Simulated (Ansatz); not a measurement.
## Run report: Si$_{2}$H$_{5}$ClO, molecular dynamics

System: Si$_{2}$H$_{5}$ClO.
Method: RKS r2SCAN-D4/def2-SVP (Ansatz 0.2.0).

One setting was made poor on purpose. It belongs to a series of runs on one base structure; here: dynamics from the last frame of an earlier run. Figures and captions count atoms from 1; the log counts them from 0 in places.

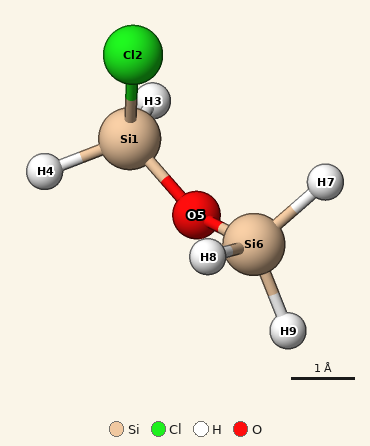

Fig. 1: The input geometry (ball-and-stick view, seen at a tilt; atoms are numbered from 1 in the order of the input).

### Input file
```yaml
crystal:
  periodic: [false, false, false]
  atoms:
    - { symbol: Si, position_ang: [0.228432, 0.01574, 0.096408] }
    - { symbol: Cl, position_ang: [-0.425013, 0.600429, 1.961626] }
    - { symbol: H, position_ang: [1.645222, -0.086862, 0.045161] }
    - { symbol: H, position_ang: [-0.341412, 1.018617, -0.807973] }
    - { symbol: O, position_ang: [-0.493702, -1.471457, -0.206112] }
    - { symbol: Si, position_ang: [-1.668985, -2.465506, 0.498577] }
    - { symbol: H, position_ang: [-1.172206, -3.055982, 1.842238] }
    - { symbol: H, position_ang: [-3.016926, -1.843187, 0.751685] }
    - { symbol: H, position_ang: [-1.970017, -3.571377, -0.505092] }
basis:
  gaussian: { orbitals: def2-SVP }
hamiltonian:
  xc: r2scan
  dispersion: d4
md:
  timestep: 2.0
  n_steps: 40
  ensemble: nvt_nose_hoover
  temperature: 700.0
  initial_velocities: maxwell_boltzmann
  seed: 725462
```

Machine: 2 threads of Arm Neoverse V1, 24 GiB of memory available, shared host.

Command:
```bash
ansatz run input.yaml --threads 2 --pin off --max-ram 3072MiB --backend cpu --events-out ev --progress --plain --runs-dir out
```

### Output
```
Engine: ansatz 0.2.0, aarch64-unknown-linux-gnu
Functional definition: r2SCAN
  parameter k0 = 0.174
  parameter k1 = 0.065
  parameter a1 = 4.9479
  exchange = r2scan_x(k0 = k0, k1 = k1, a1 = a1)
  correlation = r2scan_c
1020 factors; their error is unknown
mean field evaluation 1: about -30391.6173 eV, gradient 4.8e1 eV
mean field evaluation 2: about -30374.0344 eV, gradient 1.1e2 eV
mean field evaluation 4: about -30395.7442 eV, gradient 3.0e0 eV
mean field evaluation 8: about -30395.7660 eV, gradient 3.9e-2 eV
mean field evaluation 16: about -30395.6870 eV, gradient 3.5e-5 eV
mean field -30395.68696071 eV, -1117.0208928696 hartree, gradient 3.5e-5 eV, S^2 0.000000; 0 other end points of the search recorded, 0 dependent functions left out
the calculation of the forces begins
reference -30395.68697106 eV, -1117.0208932499 hartree; 29, 29 occupied and 64, 64 virtual orbitals, 1020 factors
md step     0: t =     0.00 fs  T =   700.0 K  F+E_penalty+E_count = -30395.73936419 eV  E_kin = 0.633374 eV  conserved = -30395.10599020 eV  (25 SCF iters)
these checks for a lower state are left out or cut short: starts, cluster_reference, orbital_swaps, neighbouring_geometries, increment
1020 factors; their error is unknown
mean field -30395.59369296 eV, -1117.0174653429 hartree, gradient 1.7e-5 eV, S^2 0.000000; 0 other end points of the search recorded, 0 dependent functions left out
[... from here on the field's lines of each further geometry are left out, up to the last ...]
md step     1: t =     2.00 fs  T =   604.2 K  F+E_penalty+E_count = -30395.64615662 eV  E_kin = 0.546693 eV  conserved = -30395.09947126 eV  (28 SCF iters, 5 dispersion substeps)
md step     2: t =     4.00 fs  T =   360.4 K  F+E_penalty+E_count = -30395.40339026 eV  E_kin = 0.326111 eV  conserved = -30395.07734267 eV  (28 SCF iters, 5 dispersion substeps)
md step     3: t =     6.00 fs  T =   283.9 K  F+E_penalty+E_count = -30395.32905649 eV  E_kin = 0.256910 eV  conserved = -30395.07235467 eV  (30 SCF iters, 5 dispersion substeps)
md step     4: t =     8.00 fs  T =   415.9 K  F+E_penalty+E_count = -30395.47716166 eV  E_kin = 0.376289 eV  conserved = -30395.10138882 eV  (30 SCF iters, 5 dispersion substeps)
md step     5: t =    10.00 fs  T =   397.7 K  F+E_penalty+E_count = -30395.46067037 eV  E_kin = 0.359862 eV  conserved = -30395.10180382 eV  (28 SCF iters, 5 dispersion substeps)
md step     6: t =    12.00 fs  T =   313.2 K  F+E_penalty+E_count = -30395.34602437 eV  E_kin = 0.283375 eV  conserved = -30395.06417613 eV  (29 SCF iters, 5 dispersion substeps)
md step     7: t =    14.00 fs  T =   504.6 K  F+E_penalty+E_count = -30395.55350687 eV  E_kin = 0.456557 eV  conserved = -30395.09924829 eV  (29 SCF iters, 5 dispersion substeps)
md step     8: t =    16.00 fs  T =   632.6 K  F+E_penalty+E_count = -30395.67385262 eV  E_kin = 0.572371 eV  conserved = -30395.10496920 eV  (29 SCF iters, 5 dispersion substeps)
md step     9: t =    18.00 fs  T =   525.3 K  F+E_penalty+E_count = -30395.55856413 eV  E_kin = 0.475274 eV  conserved = -30395.08804664 eV  (28 SCF iters, 5 dispersion substeps)
md step    10: t =    20.00 fs  T =   434.3 K  F+E_penalty+E_count = -30395.45899556 eV  E_kin = 0.392988 eV  conserved = -30395.07190408 eV  (29 SCF iters, 5 dispersion substeps)
md step    11: t =    22.00 fs  T =   548.6 K  F+E_penalty+E_count = -30395.58396546 eV  E_kin = 0.496415 eV  conserved = -30395.09474703 eV  (29 SCF iters, 5 dispersion substeps)
md step    12: t =    24.00 fs  T =   571.7 K  F+E_penalty+E_count = -30395.62124731 eV  E_kin = 0.517316 eV  conserved = -30395.11270694 eV  (29 SCF iters, 5 dispersion substeps)
md step    13: t =    26.00 fs  T =   371.2 K  F+E_penalty+E_count = -30395.39252517 eV  E_kin = 0.335896 eV  conserved = -30395.06681061 eV  (28 SCF iters, 5 dispersion substeps)
md step    14: t =    28.00 fs  T =   403.9 K  F+E_penalty+E_count = -30395.44218406 eV  E_kin = 0.365447 eV  conserved = -30395.08820592 eV  (28 SCF iters, 5 dispersion substeps)
md step    15: t =    30.00 fs  T =   530.8 K  F+E_penalty+E_count = -30395.57102753 eV  E_kin = 0.480296 eV  conserved = -30395.10390211 eV  (28 SCF iters, 5 dispersion substeps)
md step    16: t =    32.00 fs  T =   455.4 K  F+E_penalty+E_count = -30395.48824685 eV  E_kin = 0.412058 eV  conserved = -30395.09125820 eV  (28 SCF iters, 5 dispersion substeps)
md step    17: t =    34.00 fs  T =   345.2 K  F+E_penalty+E_count = -30395.36877952 eV  E_kin = 0.312365 eV  conserved = -30395.07313582 eV  (27 SCF iters, 5 dispersion substeps)
md step    18: t =    36.00 fs  T =   428.6 K  F+E_penalty+E_count = -30395.45612717 eV  E_kin = 0.387805 eV  conserved = -30395.08678998 eV  (30 SCF iters, 5 dispersion substeps)
md step    19: t =    38.00 fs  T =   508.2 K  F+E_penalty+E_count = -30395.55186649 eV  E_kin = 0.459793 eV  conserved = -30395.11280008 eV  (28 SCF iters, 5 dispersion substeps)
md step    20: t =    40.00 fs  T =   333.6 K  F+E_penalty+E_count = -30395.35512993 eV  E_kin = 0.301843 eV  conserved = -30395.07614769 eV  (28 SCF iters, 5 dispersion substeps)
md step    21: t =    42.00 fs  T =   318.0 K  F+E_penalty+E_count = -30395.34180714 eV  E_kin = 0.287703 eV  conserved = -30395.07874963 eV  (29 SCF iters, 5 dispersion substeps)
md step    22: t =    44.00 fs  T =   498.5 K  F+E_penalty+E_count = -30395.52556371 eV  E_kin = 0.451067 eV  conserved = -30395.10155513 eV  (28 SCF iters, 5 dispersion substeps)
md step    23: t =    46.00 fs  T =   524.8 K  F+E_penalty+E_count = -30395.53810375 eV  E_kin = 0.474836 eV  conserved = -30395.09348230 eV  (28 SCF iters, 5 dispersion substeps)
md step    24: t =    48.00 fs  T =   466.8 K  F+E_penalty+E_count = -30395.46571117 eV  E_kin = 0.422375 eV  conserved = -30395.07672883 eV  (28 SCF iters, 5 dispersion substeps)
md step    25: t =    50.00 fs  T =   541.7 K  F+E_penalty+E_count = -30395.53579099 eV  E_kin = 0.490158 eV  conserved = -30395.08240020 eV  (28 SCF iters, 5 dispersion substeps)
md step    26: t =    52.00 fs  T =   648.9 K  F+E_penalty+E_count = -30395.65612486 eV  E_kin = 0.587129 eV  conserved = -30395.10987631 eV  (28 SCF iters, 5 dispersion substeps)
md step    27: t =    54.00 fs  T =   486.8 K  F+E_penalty+E_count = -30395.48563498 eV  E_kin = 0.440492 eV  conserved = -30395.09002617 eV  (28 SCF iters, 5 dispersion substeps)
md step    28: t =    56.00 fs  T =   343.5 K  F+E_penalty+E_count = -30395.33213171 eV  E_kin = 0.310842 eV  conserved = -30395.06921259 eV  (28 SCF iters, 5 dispersion substeps)
md step    29: t =    58.00 fs  T =   445.0 K  F+E_penalty+E_count = -30395.45064741 eV  E_kin = 0.402648 eV  conserved = -30395.09897667 eV  (28 SCF iters, 5 dispersion substeps)
md step    30: t =    60.00 fs  T =   447.6 K  F+E_penalty+E_count = -30395.44470584 eV  E_kin = 0.404983 eV  conserved = -30395.09430949 eV  (28 SCF iters, 5 dispersion substeps)
md step    31: t =    62.00 fs  T =   358.9 K  F+E_penalty+E_count = -30395.34046096 eV  E_kin = 0.324715 eV  conserved = -30395.07372988 eV  (28 SCF iters, 5 dispersion substeps)
md step    32: t =    64.00 fs  T =   451.7 K  F+E_penalty+E_count = -30395.42158866 eV  E_kin = 0.408668 eV  conserved = -30395.07449082 eV  (28 SCF iters, 5 dispersion substeps)
md step    33: t =    66.00 fs  T =   689.6 K  F+E_penalty+E_count = -30395.66295951 eV  E_kin = 0.623987 eV  conserved = -30395.10577521 eV  (29 SCF iters, 5 dispersion substeps)
md step    34: t =    68.00 fs  T =   672.4 K  F+E_penalty+E_count = -30395.63951585 eV  E_kin = 0.608369 eV  conserved = -30395.10427553 eV  (28 SCF iters, 5 dispersion substeps)
md step    35: t =    70.00 fs  T =   520.1 K  F+E_penalty+E_count = -30395.45430816 eV  E_kin = 0.470579 eV  conserved = -30395.06247352 eV  (28 SCF iters, 5 dispersion substeps)
md step    36: t =    72.00 fs  T =   612.6 K  F+E_penalty+E_count = -30395.56979279 eV  E_kin = 0.554303 eV  conserved = -30395.09970686 eV  (29 SCF iters, 5 dispersion substeps)
md step    37: t =    74.00 fs  T =   601.9 K  F+E_penalty+E_count = -30395.55474843 eV  E_kin = 0.544637 eV  conserved = -30395.10031129 eV  (26 SCF iters, 5 dispersion substeps)
md step    38: t =    76.00 fs  T =   382.2 K  F+E_penalty+E_count = -30395.32963206 eV  E_kin = 0.345818 eV  conserved = -30395.07896291 eV  (28 SCF iters, 5 dispersion substeps)
md step    39: t =    78.00 fs  T =   270.3 K  F+E_penalty+E_count = -30395.20920133 eV  E_kin = 0.244606 eV  conserved = -30395.06315496 eV  (28 SCF iters, 5 dispersion substeps)
the calculation of the forces begins
reference -30395.34418531 eV, -1117.0082961060 hartree; 29, 29 occupied and 64, 64 virtual orbitals, 1020 factors
1020 factors; their error is unknown
mean field -30395.34417516 eV, -1117.0082957330 hartree, gradient 1.2e-5 eV, S^2 0.000000; 1 other end points of the search recorded, 0 dependent functions left out
the calculation of the forces begins
reference -30395.34418531 eV, -1117.0082961060 hartree; 29, 29 occupied and 64, 64 virtual orbitals, 1020 factors
md step    40: t =    80.00 fs  T =   451.4 K  F+E_penalty+E_count = -30395.39709480 eV  E_kin = 0.408433 eV  conserved = -30395.09118635 eV  (27 SCF iters, 5 dispersion substeps)
```

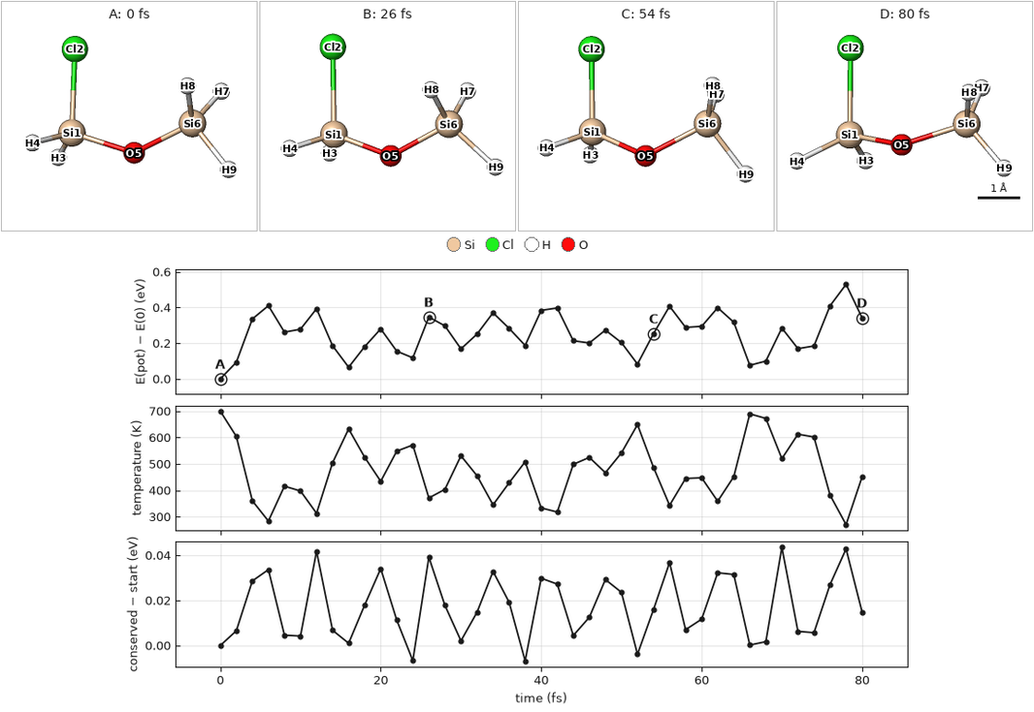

Fig. 2: Frames of the molecular dynamics (ball-and-stick, seen at a tilt) above the curves, on which the letters mark them. The trajectory kept here has 41 frames over 80 fs. The temperature starts at 700 K, ranges from 270 to 700 K and averages 479 K over the second half. The potential energy ends 0.342 eV above its first value. The conserved quantity stays within 0.05 eV. After an unweighted best fit of the last frame on the first, the root-mean-square displacement is 0.39 Å, and O5 has moved furthest (0.67 Å).

```
Total energy: -30395.39710495 eV, -1117.0102408667 hartree
Atom 0 at     0.317368    -0.096083     0.112387 Å, force     0.482558    -0.232986     0.139379 eV/Å
Atom 1 at    -0.482370     0.616335     1.954515 Å, force     0.713796     0.153434    -0.664232 eV/Å
Atom 2 at     1.657465    -0.881790     0.327714 Å, force    -0.905691     0.887292     0.017992 eV/Å
Atom 3 at     0.464063     0.964090    -1.013592 Å, force    -0.207361    -0.639420     1.009106 eV/Å
Atom 4 at    -0.834750    -1.204555    -0.273732 Å, force     0.600190    -0.349531    -0.424303 eV/Å
Atom 5 at    -1.534955    -2.496911     0.527203 Å, force    -2.183803     1.053887    -1.268536 eV/Å
Atom 6 at    -1.078988    -2.684264     1.871860 Å, force     0.746541    -0.362395     0.892626 eV/Å
Atom 7 at    -2.976403    -2.081604     0.578088 Å, force     0.023361    -0.028052     0.389983 eV/Å
Atom 8 at    -1.703469    -3.660272    -0.357484 Å, force     0.730410    -0.482228    -0.092015 eV/Å
Dipole moment:     0.271187    -0.144243    -0.123737 e Å
```

### Trajectory as extended XYZ (Å, eV, eV/Å), 11 of the 41 frames kept, from step=0 to step=40
```
9
Properties=species:S:1:pos:R:3:forces:R:3 step=0 time_fs=0.0 energy=-30395.73936 temperature=700.0
Si    0.2284    0.0157    0.0964   -2.0267  -0.8789  -0.0500
Cl   -0.4250    0.6004    1.9616    0.1139   0.1073   0.4112
H     1.6452   -0.0869    0.0452    1.2632  -0.1248  -0.0114
H    -0.3414    1.0186   -0.8080    0.0686   0.2157  -0.3819
O    -0.4937   -1.4715   -0.2061   -0.0890   0.3462   0.4363
Si   -1.6690   -2.4655    0.4986    0.1538  -0.6563   0.0853
H    -1.1722   -3.0560    1.8422   -0.1949   0.3700  -0.8571
H    -3.0169   -1.8432    0.7517    0.3809   0.2670  -0.0354
H    -1.9700   -3.5714   -0.5051    0.3301   0.3539   0.4030
9
Properties=species:S:1:pos:R:3:forces:R:3 step=4 time_fs=8.0 energy=-30395.47716 temperature=415.9
Si    0.2416   -0.0193    0.0992   -0.7096   0.1226  -0.8625
Cl   -0.4377    0.6174    1.9879    0.4692  -0.2976  -0.3239
H     1.7758   -0.0784   -0.0754   -1.0215  -0.0952   0.3941
H    -0.3972    0.9799   -0.8517    0.5408  -0.2399   0.3291
O    -0.5146   -1.4761   -0.2750    0.0046   0.6960   0.8127
Si   -1.6573   -2.4497    0.5071   -0.2918  -0.3338  -0.8079
H    -1.1162   -2.8236    1.8102    0.3392  -0.3847   0.3858
H    -3.0891   -2.0999    0.7937    0.2414   0.8887  -0.0613
H    -1.9424   -3.5070   -0.4982    0.4276  -0.3561   0.1338
9
Properties=species:S:1:pos:R:3:forces:R:3 step=8 time_fs=16.0 energy=-30395.67385 temperature=632.6
Si    0.2323   -0.0580    0.0932   -1.7434   1.5798  -0.5677
Cl   -0.4426    0.6295    2.0088    0.4830  -0.4998  -0.8524
H     1.6756   -0.1477    0.0007    0.6657  -0.2341   0.2713
H    -0.2737    1.0132   -0.9132    0.4412  -0.6275   0.7439
O    -0.5374   -1.4575   -0.3142   -0.3199   0.1036   0.5485
Si   -1.6461   -2.4415    0.5049    0.8698  -0.3286   0.1786
H    -0.9668   -2.7616    1.8244   -0.3977  -0.0973  -0.3382
H    -3.0078   -1.8808    0.7915    0.2356   0.1304  -0.2277
H    -1.7137   -3.6199   -0.4093   -0.2343  -0.0265   0.2438
9
Properties=species:S:1:pos:R:3:forces:R:3 step=12 time_fs=24.0 energy=-30395.62125 temperature=571.7
Si    0.2027   -0.0757    0.0867    1.2085   0.4870   1.5700
Cl   -0.4396    0.6333    2.0156    0.2061  -0.4555  -0.9663
H     1.6982   -0.3213    0.2245   -0.6197   0.0613  -0.0720
H    -0.0734    0.9875   -0.8434   -0.2127   0.6224  -0.6038
O    -0.5714   -1.4354   -0.3342   -0.1856  -0.4337  -0.2452
Si   -1.6202   -2.4382    0.5015    0.9289  -0.5769   0.2754
H    -0.9550   -2.7796    1.8048   -0.3389   0.1634   0.0539
H    -2.8222   -1.5830    0.6721   -0.4028  -0.5273   0.0002
H    -1.5970   -3.7846   -0.2066   -0.5838   0.6594  -0.0123
9
Properties=species:S:1:pos:R:3:forces:R:3 step=16 time_fs=32.0 energy=-30395.48825 temperature=455.4
Si    0.1867   -0.0761    0.1052    0.8925   1.5893   0.0006
Cl   -0.4331    0.6296    2.0060   -0.1872  -0.1733  -0.7069
H     1.5721   -0.5111    0.4499    0.0394   0.2330  -0.3884
H     0.0986    1.1352   -0.9502   -0.0204  -1.4698   1.1141
O    -0.6102   -1.4250   -0.3627    0.5114   0.1440  -0.5263
Si   -1.5809   -2.4405    0.5055   -1.2270   0.6016   0.7206
H    -1.0806   -2.7326    1.8697    0.1838   0.1249   0.1553
H    -2.8192   -1.5861    0.5476   -0.1589  -0.5988   0.2594
H    -1.7846   -3.7430   -0.1047   -0.0335  -0.4508  -0.6284
9
Properties=species:S:1:pos:R:3:forces:R:3 step=20 time_fs=40.0 energy=-30395.35513 temperature=333.6
Si    0.1899   -0.0601    0.1369    0.6784  -2.7765   1.8069
Cl   -0.4297    0.6228    1.9846   -0.4497   0.1657  -0.0433
H     1.5268   -0.5768    0.4723    0.4379   0.1317  -0.1565
H     0.1880    0.9148   -0.8156   -0.2147   2.1103  -1.9346
O    -0.6339   -1.4104   -0.4072    0.0838   0.4049   0.4875
Si   -1.5635   -2.4404    0.5203   -1.7928  -0.7690   0.0153
H    -1.1356   -2.6117    1.9818    0.2055  -0.0850  -0.8528
H    -2.9475   -1.8753    0.5697    0.0569   0.3089   0.2450
H    -1.9613   -3.7307   -0.2322    0.9946   0.5090   0.4326
9
Properties=species:S:1:pos:R:3:forces:R:3 step=24 time_fs=48.0 energy=-30395.46571 temperature=466.8
Si    0.2095   -0.0717    0.1777    1.3878   0.1568  -3.0197
Cl   -0.4338    0.6186    1.9624   -0.5152   0.3118   0.7308
H     1.6616   -0.5424    0.3761   -0.7945   0.3345  -0.0341
H     0.1730    1.0699   -0.9924   -0.0557  -1.2547   1.5926
O    -0.6541   -1.3807   -0.4336   -0.4154   0.3938   1.4117
Si   -1.5834   -2.4457    0.5322   -0.5551   0.8794  -1.0688
H    -1.0075   -2.5641    1.8542    0.4964  -0.2505   0.6930
H    -3.0210   -2.0421    0.7280    0.2766   0.2826  -0.0772
H    -1.6660   -3.6533   -0.2594    0.1750  -0.8537  -0.2283
9
Properties=species:S:1:pos:R:3:forces:R:3 step=28 time_fs=56.0 energy=-30395.33213 temperature=343.5
Si    0.2494   -0.0914    0.1720   -0.8326  -1.5578   0.2913
Cl   -0.4466    0.6192    1.9515   -0.2622   0.0870   0.7678
H     1.6329   -0.4246    0.3056    1.0741  -0.5323   0.2527
H     0.1017    0.9501   -0.7062   -0.2039   2.0727  -1.8123
O    -0.6910   -1.3374   -0.4102   -0.6257  -0.0023   0.9496
Si   -1.6078   -2.4457    0.5265    3.0124  -0.8862  -0.0537
H    -0.7342   -2.6242    1.8134   -0.9617   0.1579  -0.5765
H    -2.9885   -2.0412    0.8553   -0.1957  -0.0251  -0.2323
H    -1.2668   -3.7560   -0.2323   -1.0048   0.6861   0.4134
9
Properties=species:S:1:pos:R:3:forces:R:3 step=32 time_fs=64.0 energy=-30395.42159 temperature=451.7
Si    0.2832   -0.1183    0.1493    0.2215   2.3133  -0.7244
Cl   -0.4638    0.6212    1.9528    0.2072  -0.2300   0.1760
H     1.7910   -0.4842    0.3198   -1.2464   0.0322  -0.1826
H     0.0465    1.1822   -0.7722    0.5745  -1.6155   0.6991
O    -0.7486   -1.2909   -0.3521    0.1073  -0.0636  -0.2731
Si   -1.5848   -2.4541    0.5167    0.1320   0.3618  -0.0067
H    -0.8183   -2.6300    1.7151    0.3654  -0.0314   1.3264
H    -2.9891   -2.0583    0.8328    0.0807  -0.1014  -0.2794
H    -1.3486   -3.7300   -0.1252   -0.4421  -0.6654  -0.7354
9
Properties=species:S:1:pos:R:3:forces:R:3 step=36 time_fs=72.0 energy=-30395.56979 temperature=612.6
Si    0.3114   -0.1129    0.1213   -2.0346   0.6433   1.1462
Cl   -0.4779    0.6199    1.9574    0.5919  -0.1400  -0.4787
H     1.6196   -0.6294    0.2880    1.3041  -0.5786   0.2580
H     0.2363    0.9942   -0.7952    0.0913   0.5754  -0.6557
O    -0.8040   -1.2463   -0.3004    0.7161  -0.0779  -0.7301
Si   -1.5479   -2.4672    0.5140   -1.0942  -1.3046   1.1155
H    -0.9406   -2.6187    1.9471   -0.2504  -0.0795  -1.1425
H    -2.9877   -2.1125    0.6669    0.0087   0.1761   0.1391
H    -1.6816   -3.8009   -0.2593    0.6670   0.7857   0.3483
9
Properties=species:S:1:pos:R:3:forces:R:3 step=40 time_fs=80.0 energy=-30395.39710 temperature=451.4
Si    0.3174   -0.0961    0.1124    0.4826  -0.2330   0.1394
Cl   -0.4824    0.6163    1.9545    0.7138   0.1534  -0.6642
H     1.6575   -0.8818    0.3277   -0.9057   0.8873   0.0180
H     0.4641    0.9641   -1.0136   -0.2074  -0.6394   1.0091
O    -0.8348   -1.2046   -0.2737    0.6002  -0.3495  -0.4243
Si   -1.5350   -2.4969    0.5272   -2.1838   1.0539  -1.2685
H    -1.0790   -2.6843    1.8719    0.7465  -0.3624   0.8926
H    -2.9764   -2.0816    0.5781    0.0234  -0.0281   0.3900
H    -1.7035   -3.6603   -0.3575    0.7304  -0.4822  -0.0920
```

### Summary

- outcome: finished
- mean temperature over the second half: 479 K
- trajectory: 40 steps, 80 fs
- ensemble: nvt_nose_hoover
- temperature in the input: 700.0 K
- time step: 2.0 fs
- potential energy (last step): −30395.3971 eV
- mean-field energy (last step): −30395.3442 eV
- largest force (length of the vector) (last step): 2.737 eV/Å
- wall time: 2.2 min (CPU time 4.3 min)
- peak memory: 0.14 GiB

A deliberately poor setting: time step. So short a trajectory is not equilibrated. The temperature stays far from the 700 K of the thermostat over the second half: the run isn't equilibrated.
